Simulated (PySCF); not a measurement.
## Electronic structure of C₄H₇OS (doublet) in real space

```tsv
atom	x (Å)	y (Å)	z (Å)
C	-1.5481	-0.4618	0.0974
C	-0.1529	-0.2780	-0.5093
C	0.9415	-0.9488	0.2332
S	1.5054	0.4946	1.0704
O	2.9257	0.7807	0.8789
C	0.4204	1.1308	-0.3197
H	-1.5495	-0.1407	1.1362
H	-2.2783	0.1249	-0.4553
H	-1.8410	-1.5080	0.0568
H	-0.1999	-0.5851	-1.5629
H	1.0166	-1.9809	0.5191
H	-0.2821	1.9020	-0.0179
H	1.0380	1.4706	-1.1446
```

Geometry: GFN2-xTB.

All numbers below come from UKS B3LYP, pcH-1 on C H O S, non-relativistic, mean-field spin-orbit, GIAO (PySCF 2.14.0, density-fitted response routines).

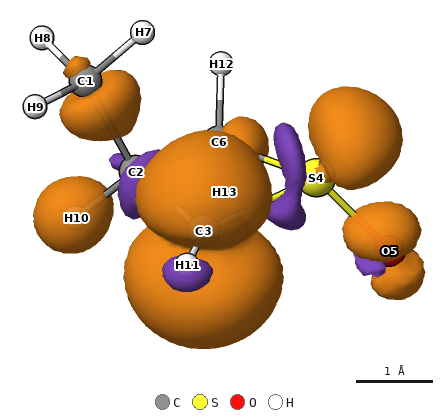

Figure 1. Isosurfaces of the spin density at +0.02 (orange) and −0.02 e/Å³ (purple), seen at an oblique angle.

> Describe the spin distribution.

The unpaired spin (1 electron) lies mostly on C3 (about 0.6) and S4 (about 0.1), in electrons by Hirshfeld's partition.

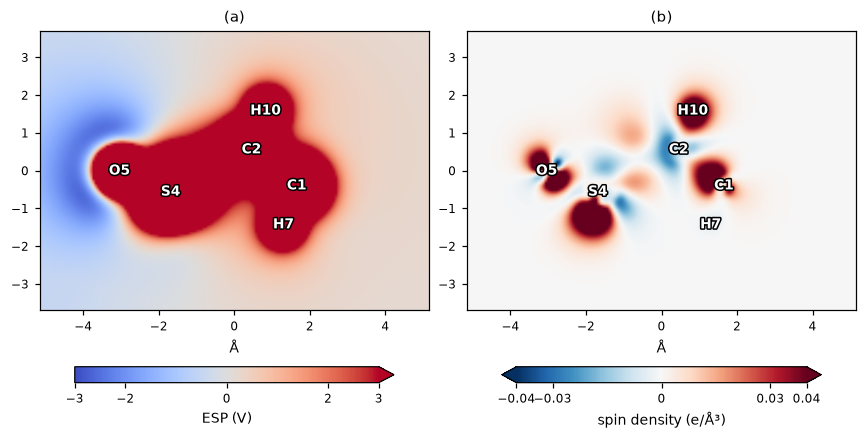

Figure 2. (a) molecular electrostatic potential; (b) spin density (α minus β) on the plane of atoms C2, C1 and H7.

> Interpret the plot.

- The plane passes through C, S, O and H nuclei.
- Outside the dense part of the molecule the potential is most negative (−2.6 V) near O5.

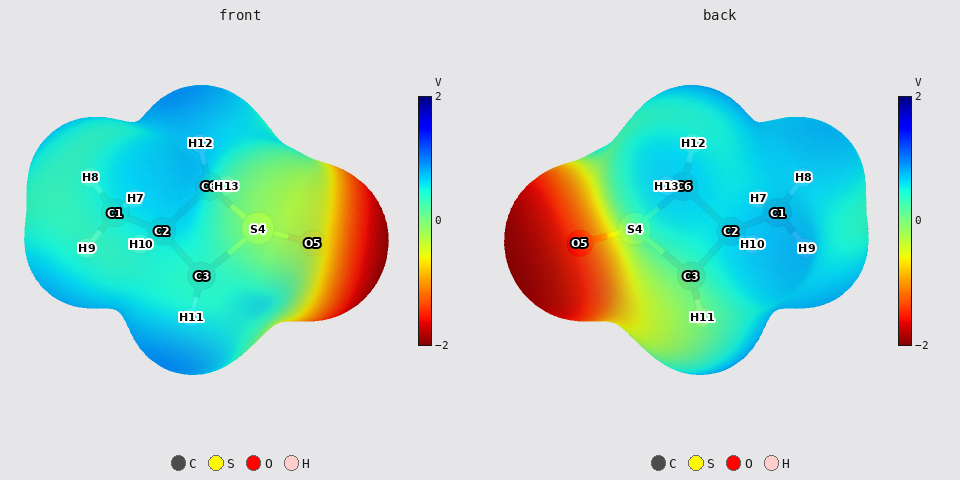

Figure 3. The electrostatic potential painted on the density surface at 0.001 e/bohr³, seen from the front and from behind; red is negative and blue positive.

> Describe the electrostatic potential map.

The most negative region (about −1.9 V) lies over O5, the most positive (about +0.9 V) over H11 and H12. O5 is the likeliest acceptor of a hydrogen bond.
